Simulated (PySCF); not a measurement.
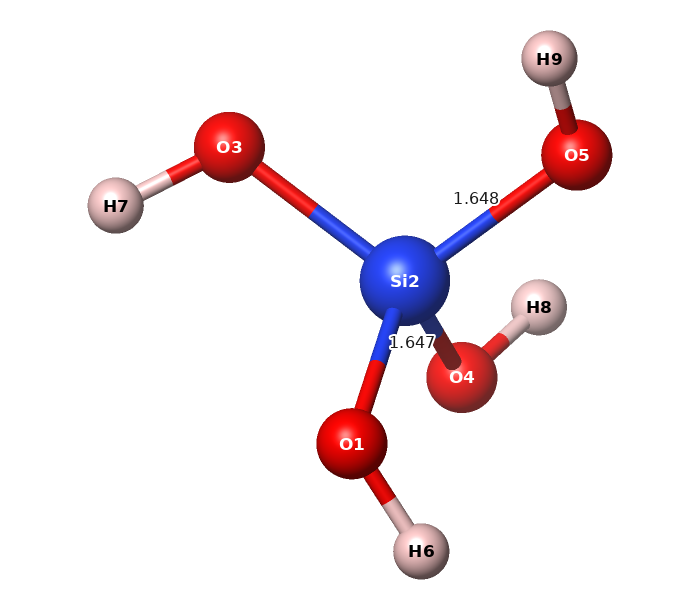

Bond lengths are marked in Å; every bond is drawn as one stick. Computed geometry: PBE0-D3(BJ)/def2-SVP optimisation. No frequency run is at hand to confirm it as a minimum.

Which of the marked bonds are single, double, triple or aromatic?

Si2–O4 single; Si2–O5 single.

Give the structure as SMILES.

O[Si](O)(O)O
